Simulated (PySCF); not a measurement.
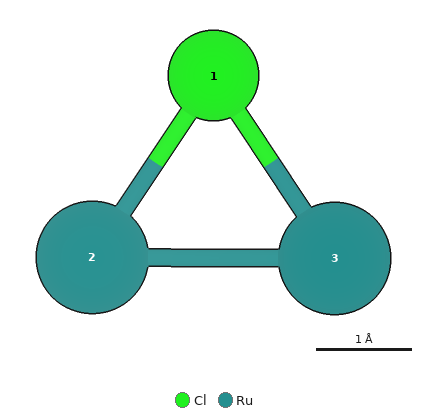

Fig. 1: The structure as given in the input (ball-and-stick view, seen on its broad side; atoms are numbered from 1 in the order of the input). Sticks mark near contacts. Bond lengths as drawn: Cl–Ru 2.31 Å and Ru–Ru 2.56 Å.

## Ru$_{2}$Cl (charge +1): frequency calculation

The run: frequency calculation of Ru$_{2}$Cl, charge +1. Method and program: RKS-based PBE0, Cl def2-SVP, Ru def2-SVP with ECP28; non-relativistic Hamiltonian with a scalar-relativistic core potential; density fitting (PySCF 2.14.0).

### Input file
```python
from pyscf import gto, scf, dft
mol = gto.M(atom='''
Cl     1.643058     0.000000     0.000000
Ru    -0.281501     0.000000     1.277607
Ru    -0.281501     0.000000    -1.277607''',
    basis={'Cl': 'def2-SVP', 'Ru': 'def2-SVP'},
    ecp={'Ru': 'def2-SVP'},
    charge=1, spin=0)
mf = dft.RKS(mol, xc='PBE0')
mf.grids.atom_grid = (75, 302)
aux = {'Cl': 'def2-universal-JKFIT', 'Ru': 'def2-universal-JKFIT'}
mf = mf.density_fit(auxbasis=aux)
mf.conv_tol = 1e-09
mf.diis_space = 10
mf.max_cycle = 60
mf.verbose = 4
mf.kernel()
```

The script is an equivalent of the set-up of the self-consistent field. The run itself was carried out by a driver, which started from the orbitals of the step before it where there was one and computed the further properties.

Hardware: 2 threads of Arm Neoverse V1, 112 GiB of memory available, shared host.

Launched with:
```bash
OMP_NUM_THREADS=2 python axn.py task.json out
```

### Output
```
init E= -649.20371380818
  HOMO = -0.40921024757398  LUMO = -0.346649551452044  gap/eV = 1.70236
cycle= 1 E= -649.203713808259  delta_E= -7.87e-11  |g|= 4.74e-06  |ddm|= 4.2e-05
  HOMO = -0.409209919100609  LUMO = -0.346649295438058  gap/eV = 1.70236
Extra cycle  E= -649.203713808317  delta_E= -5.8e-11  |g|= 1.25e-05  |ddm|= 4.55e-05
converged SCF energy = -649.203713808317
```

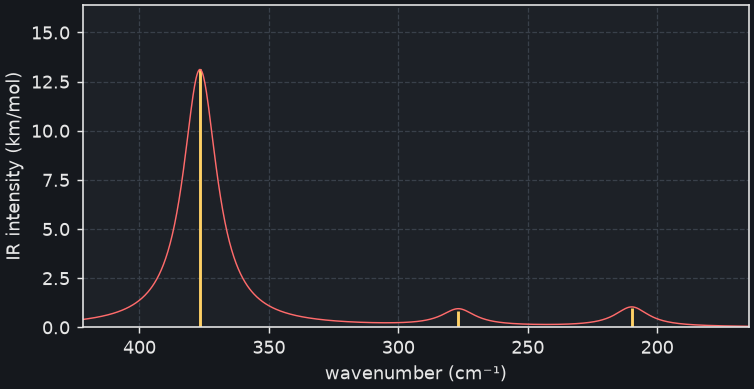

Fig. 2: Harmonic infrared spectrum, unscaled: sticks (degenerate modes added up, dark ones marked on the axis) with a Lorentzian envelope of 16 cm⁻¹ full width, scaled to the tallest stick. 3 modes from 210 to 377 cm⁻¹, none imaginary. The strongest line is at 377 cm⁻¹ (13.1 km/mol). All modes, in cm⁻¹ (km/mol): 210 (1.0), 277 (0.9), 377 (13.1).

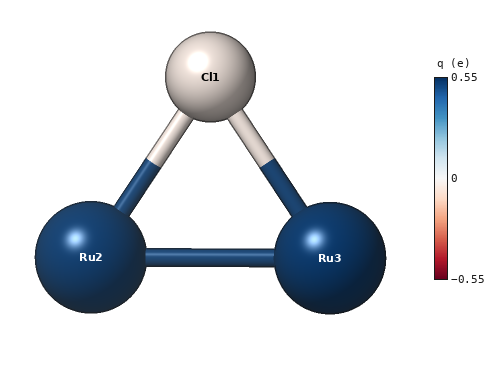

Fig. 3: Mulliken charges, as the colour of each atom (ball-and-stick view, seen on its broad side; atoms are numbered from 1 in the order of the input). By element: Cl −0.05 and Ru +0.52 e.

### Results in brief

```json
{"quantity": "outcome", "value": "converged"}
{"quantity": "total energy", "value": "−649.203714 hartree"}
{"quantity": "HOMO", "value": "−11.14 eV"}
{"quantity": "LUMO", "value": "−9.43 eV"}
{"quantity": "zero-point energy", "value": "0.001967 hartree"}
{"quantity": "wavenumbers, lowest and highest", "value": "210 and 377 cm⁻¹"}
{"quantity": "wall time", "value": "30 s (CPU time 55 s)"}
{"quantity": "peak memory", "value": "0.79 GiB"}
```

### Notes

The run takes a singlet; with an open-shell metal another spin state may lie lower.
